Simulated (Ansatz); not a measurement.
# Amorphous silicon oxynitride (Si24O45N2)

It comes from a melt-quench run on a machine-learned potential (CHGNet), relaxed afterwards by DFT. O and N atoms were pushed apart under 1.9 Å during the dynamics, to hinder bonds among them. The hot cell started wider than the set density and was brought back towards it in steps. It is the lowest in DFT energy of 2 quenches. It is a model cell: composition and starting density were chosen by hand, and all elements were melted together. No dispersion term was used.

Methods: PBE, scalar-relativistic without spin-orbit coupling (Ansatz, a quantum-chemistry and plane-wave program); r2SCAN, scalar-relativistic without spin-orbit coupling (Ansatz); HSE06, scalar-relativistic without spin-orbit coupling (Ansatz). Geometry, pressure, stress and energy are those of the PBE run. Its sampling: a 2×2×2 Γ-centred mesh; Fermi-Dirac width 0.02 eV; no spin polarisation. Other functionals are single points at the zone centre (r2SCAN at 500 eV; exact exchange cut at the cell's faces), free to take moments where seeds were set. At PBE the levels at the filled edge of the gap are localised (band-tail or defect states), and the nearest spread-out levels lie 5.2 eV apart at the zone centre.

The number of atoms in the cell is 71, the density (held, not predicted) is 2.20 g/cm^3 and the volume per atom is 15.10 Å³. The pressure on a 2×2×2 Γ-centred mesh comes out as 0.02 GPa and the largest force and stress component on that mesh (the relaxation ran on the zone centre alone) comes out as 0.03 eV/Å and 0.1 GPa. The level gap on a 2×2×2 Γ-centred mesh (PBE) comes out as 2.96 eV and the level gap at the zone centre (PBE) is 2.96 eV. The level gap at the zone centre (r2SCAN) comes out as 3.52 eV and the level gap at the zone centre (HSE06) is 4.42 eV.

Neighbours within Si-Si 2.60 Å, Si-O 1.98 Å, Si-N 2.18 Å, O-O 1.58 Å, O-N 1.64 Å, N-N 1.70 Å count as bonded. Two cations that share two anions don't count as bonded, nor two that share one unless they lie closer than Si-Si 2.38 Å.

- Mean coordination of Si by anions = 4.00 (24 with 4)
- Mean coordination of O = 2.02 (44 with 2, 1 with 3)
- Mean coordination of N = 2.50 (1 with 2, 1 with 3)
- Mean Si-O bond = 1.647 Å (spread 0.039 Å, 91 counted)
- Mean Si-N bond = 1.707 Å (spread 0.099 Å, 5 counted)

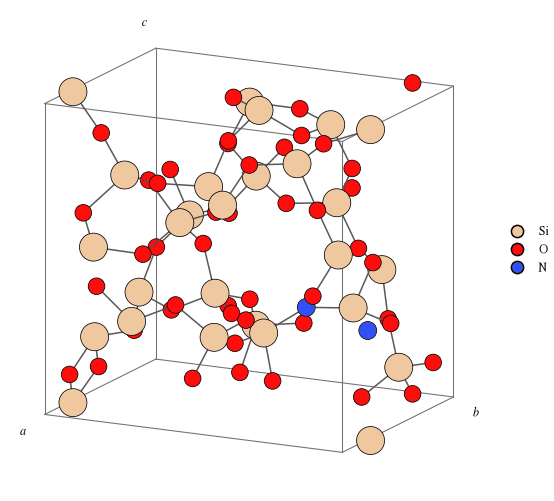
*The relaxed cell*

Its density started from a set value of 2.20 g/cm³. The simulated quench (nominally 480 K/ps over its main leg) is rapid and tends to freeze in more defects than a deposited or slowly cooled glass has. A cell of this size samples the disorder only roughly. The volume was held where the preparation left it and the shape relaxed, at a PBE pressure of 0.0 GPa.
